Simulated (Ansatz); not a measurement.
**CHB (triplet): trial inputs and their diagnosis at distance B1–C2 = 2.027 Å**

4 inputs are run for CHB (triplet) as typed; the log has to tell whether the result can be used and what must change.

Program: Ansatz 0.2.0, Gaussian basis. Level of theory: the settings change from run to run. These are calculated values, not measurements.

18 further runs of the same task are left out: 15 that didn't finish, 3 set aside as unsound or not needed.

### 1 What is computed

The geometry derives from a PBE0/def2-TZVP stationary point (not a proven minimum). One bond is set to the value named and the two fragments are kept rigid.

3 atoms, charge 0, spin multiplicity 3.

Atoms are counted from 1 here; the program's logs count them from 0.

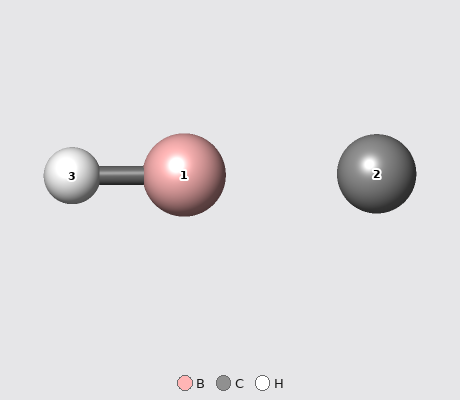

The geometry (boron pink, carbon grey, hydrogen white); atoms are numbered from 1 in the order of the file.

### 2 Input 1

in.yaml

```yaml
crystal:
  periodic: [false, false, false]
  atoms:
    - {symbol: B, position_ang: [0.000000, 0.000000, 0.282763]}
    - {symbol: C, position_ang: [0.000000, 0.000000, -1.744237]}
    - {symbol: H, position_ang: [0.000000, 0.000000, 1.461475]}
basis:
  gaussian: {orbitals: x2c-TZVPPall}
magnetization: {spin_polarized: false, initial_magnetization: 2}
correlation: {active_space: {ras: {orbitals: [3, 2, 69], electrons: 8, max_holes: 2, max_particles: 2}, fixed_orbitals: true}}
accuracy: high
output: {forces: true}
```

Started as:

```sh
$ ansatz run in.yaml --threads 1 --pin off --events-out ev --progress --plain --max-ram 2393MiB
```

The log of the run:

```text
Functional definition: HF
  name "HF"
  cite "Fock, Z. Phys. 61, 126 (1930) doi:10.1007/BF01340294"
  parent pbe
  exchange = exact_x
  correlation = 0
1100 factors; integrals over basis functions are off by at most 3.6e-9 eV
mean field evaluation 1: about -1710.1194 eV, gradient 1.1e1 eV
mean field evaluation 2: about -1710.1194 eV, gradient 1.1e1 eV
mean field evaluation 4: about -1711.0021 eV, gradient 4.6e0 eV
mean field evaluation 8: about -1711.1284 eV, gradient 4.2e-1 eV
mean field evaluation 16: about -1711.1317 eV, gradient 1.8e-8 eV
mean field evaluation 32: about -1710.9386 eV, gradient 9.3e-1 eV
mean field -1711.13174802 eV, -62.8829318931 hartree, gradient 1.8e-8 eV, S^2 2.000000; 3 other end points of the search recorded, 0 dependent functions left out
reference -1711.13174802 eV, -62.8829318931 hartree; 7, 5 occupied and 69, 71 virtual orbitals, 1100 factors
Error: with the densities for the forces the run needs 2.52 GiB of the host's memory, and 2.33 GiB are given
refused for memory
```

It took 1.4 s on 1 thread of Arm Neoverse V1, shared host.

**Diagnosis.** The program refused it for memory. The method needs more than --max-ram allows. Cure: a smaller space or basis, or more memory.

### 3 Input 2

in.yaml

```yaml
crystal:
  periodic: [false, false, false]
  atoms:
    - {symbol: B, position_ang: [0.000000, 0.000000, 0.282763]}
    - {symbol: C, position_ang: [0.000000, 0.000000, -1.744237]}
    - {symbol: H, position_ang: [0.000000, 0.000000, 1.461475]}
basis:
  gaussian: {orbitals: 6-31G}
magnetization: {spin_polarized: false, initial_magnetization: 2}
correlation: {method: sc_nevpt2, electrons: all, active_space: {window: {electrons: 8, orbitals: 2}}}
accuracy: high
```

The command is unchanged.

The log of the run:

```text
Functional definition: HF
  name "HF"
  cite "Fock, Z. Phys. 61, 126 (1930) doi:10.1007/BF01340294"
  parent pbe
  exchange = exact_x
  correlation = 0
465 factors; integrals over basis functions are off by at most 3.4e-9 eV
mean field evaluation 1: about -1708.6220 eV, gradient 1.2e1 eV
mean field evaluation 2: about -1708.6221 eV, gradient 1.2e1 eV
mean field evaluation 4: about -1709.3608 eV, gradient 5.9e0 eV
mean field evaluation 8: about -1709.5895 eV, gradient 1.5e-1 eV
mean field evaluation 16: about -1706.0746 eV, gradient 1.8e1 eV
mean field evaluation 32: about -1709.5293 eV, gradient 2.2e0 eV
mean field -1709.58904253 eV, -62.8262385118 hartree, gradient 1.8e-8 eV, S^2 2.000000; 6 other end points of the search recorded, 0 dependent functions left out
reference -1709.58904253 eV, -62.8262385118 hartree; 7, 5 occupied and 13, 15 virtual orbitals, 465 factors
Error: 8 electrons in 2 orbitals form no window around the highest filled level of the reference
```

It took 0.24 s on 1 thread of Arm Neoverse V1, shared host.

Diagnosis: The run stopped with an error. The active window can't be built from these electrons and orbitals. To mend it, choose counts that fit the spin, the electrons and the basis.

### 4 Input 3

in.yaml

```yaml
crystal:
  periodic: [false, false, false]
  atoms:
    - {symbol: B, position_ang: [0.000000, 0.000000, 0.282763]}
    - {symbol: C, position_ang: [0.000000, 0.000000, -1.744237]}
    - {symbol: H, position_ang: [0.000000, 0.000000, 1.461475]}
basis:
  gaussian: {orbitals: cc-pVDZ}
magnetization: {spin_polarized: false, initial_magnetization: 2}
hamiltonian: {xc: pbe}
correlation: {method: fic_mrcisd_q, electrons: valence, active_space: {window: {electrons: 4, orbitals: 4}}}
scf: {lower_state_search: off}
```

The command is unchanged.

The log of the run:

```text
Error: invalid value for `correlation.active_space`: it starts from restricted Hartree–Fock orbitals; set hamiltonian.xc: hf without magnetization.spin_polarized
```

It took 0.03 s on 1 thread of Arm Neoverse V1, shared host.

Diagnosis: The run was refused. An active space is asked on a functional's orbitals. Fix: start from Hartree-Fock.

### 5 Input 4

in.yaml

```yaml
crystal:
  periodic: [false, false, false]
  atoms:
    - {symbol: B, position_ang: [0.050000, 0.300000, -1.444237]}
    - {symbol: C, position_ang: [0.000000, 0.000000, -1.744237]}
    - {symbol: H, position_ang: [0.000000, 0.000000, 1.461475]}
basis:
  gaussian: {orbitals: def2-SVP}
magnetization: {spin_polarized: false, initial_magnetization: 2}
correlation: {method: sc_nevpt2, electrons: valence, active_space: {window: {electrons: 2, orbitals: 9}, states: [{multiplicity: 3, weights: [1, 0.5, 1, 1]}], root: 2}}
```

The command is unchanged.

The log of the run, shortened:

```text
Functional definition: HF
  name "HF"
  cite "Fock, Z. Phys. 61, 126 (1930) doi:10.1007/BF01340294"
  parent pbe
[...]
544 factors; integrals over basis functions are off by at most 1.7e-7 eV
[...]
a density is far from that of the atoms, so the factors are made again for it
585 factors; integrals over basis functions are off by at most 9.6e-8 eV
[...]
mean field -1543.85259054 eV, -56.7355362413 hartree, gradient 1.9e-6 eV, S^2 2.000000; 1 other end points of the search recorded, 0 dependent functions left out
reference -1543.85259054 eV, -56.7355362413 hartree; 7, 5 occupied and 26, 28 virtual orbitals, 585 factors
state -1543.74623932 eV, -56.7316279061 hartree
state -1536.71119682 eV, -56.4730948630 hartree
state -1535.82231799 eV, -56.4404291684 hartree
state -1535.31076298 eV, -56.4216298684 hartree
state -1543.74623932 eV, -56.7316279061 hartree; corrected -1546.90475301 eV, -56.8477011435 hartree
state -1536.71119682 eV, -56.4730948630 hartree; corrected -1539.58123198 eV, -56.5785667098 hartree
state -1535.82231799 eV, -56.4404291684 hartree; corrected -1538.59659033 eV, -56.5423817965 hartree
state -1535.31076298 eV, -56.4216298684 hartree; corrected -1538.10431686 eV, -56.5242910801 hartree
WARN: 3 active orbitals are nearly empty or full. The corrections depend on them more than the energy does, and are more stable in an active space without them
Total energy: -1538.59659033 eV, -56.5423817965 hartree
```

It took 2.8 s on 1 thread of Arm Neoverse V1, shared host.

What is wrong: The run converged, which proves nothing about the input. One atom lies on top of another. The shortest distance is 0.43 Å, against 1.18 Å in the geometry of step 1. Its energy belongs to another geometry. Cure: restore its position.

### 6 How the runs ended

| input | level | ended | cause | time |
| --- | --- | --- | --- | --- |
| 1 | CISD/x2c-TZVPPall | out of memory | the method needs more than --max-ram allows | 1.4 s |
| 2 | NEVPT2(8,2)/6-31G | stopped by an error | the active window can't be built from these electrons and orbitals | 0.24 s |
| 3 | MRCISD+Q(4,4)/cc-pVDZ | refused | an active space is asked on a functional's orbitals | 0.03 s |
| 4 | NEVPT2(2,9)/def2-SVP | converged | one atom lies on top of another | 2.8 s |

1 out of memory, 1 stopped by an error, 1 refused, 1 converged. The input that converges on a wrong geometry or spin is the dangerous one: no error points at it, so geometry and ⟨S²⟩ have to be checked.
